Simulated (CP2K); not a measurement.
Band structure of CaS (Fm-3m, 2 atoms in the cell).

```
CELL_PARAMETERS angstrom
      4.02344     0.00000     0.00000
      2.01172     3.48440     0.00000
      2.01172     1.16147     3.28512
ATOMIC_POSITIONS crystal
  Ca 0.00000 0.00000 0.00000
  S  0.50000 0.50000 0.50000
```

Level of theory: PBE, GPW, DZVP-MOLOPT-SR-GTH basis, GTH-PBE potentials (GTH_POTENTIALS) (CP2K).

Settings: CUTOFF = 500 Ry; REL_CUTOFF = 50 Ry; SMEAR/METHOD = FERMI_DIRAC; ELECTRONIC_TEMPERATURE = 232.09 K; KPOINTS/SCHEME = MACDONALD 10 10 10 0.05 0.05 0.05; XC_FUNCTIONAL = PBE; Ca/BASIS_SET = DZVP-MOLOPT-SR-GTH-q10; Ca/POTENTIAL = GTH-PBE-q10; S/BASIS_SET = DZVP-MOLOPT-SR-GTH-q6; S/POTENTIAL = GTH-PBE-q6; METHOD = GPW; EPS_DEFAULT = 1e-10; NGRIDS = 5; SCF_GUESS = ATOMIC.

The starting cell has typed, rounded lattice constants, without a prior relaxation at this level. Values carry the incompleteness of an atom-centred basis.

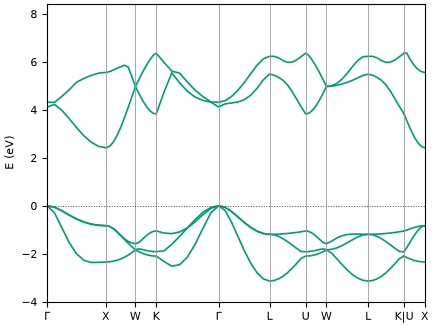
Figure: Bands along the path, energies from the top of the valence band on the SCF mesh.

Q: Read off roughly the gap and where its edges lie.

A: The gap along the path is about 2.4 eV (computed: 2.42 eV), from Γ to X; the smallest direct gap on it is 3.25 eV.

Levels in eV from the top of the valence band on the SCF mesh, bands 5 to 9:
| point | 5 | 6 | 7 | 8 | 9 |
|---|---|---|---|---|---|
| Γ | -11.27 | 0.00 | 0.00 | 0.00 | 4.12 |
| X | -10.63 | -2.34 | -0.83 | -0.83 | 2.42 |
| W | -10.51 | -1.84 | -1.84 | -1.58 | 4.98 |
| K | -10.52 | -2.10 | -1.91 | -1.05 | 3.83 |
| L | -10.43 | -3.14 | -1.19 | -1.19 | 5.49 |
| U | -10.52 | -2.10 | -1.91 | -1.05 | 3.83 |

Higher empty bands are left out: an atom-centred basis made for the valence describes them poorly.
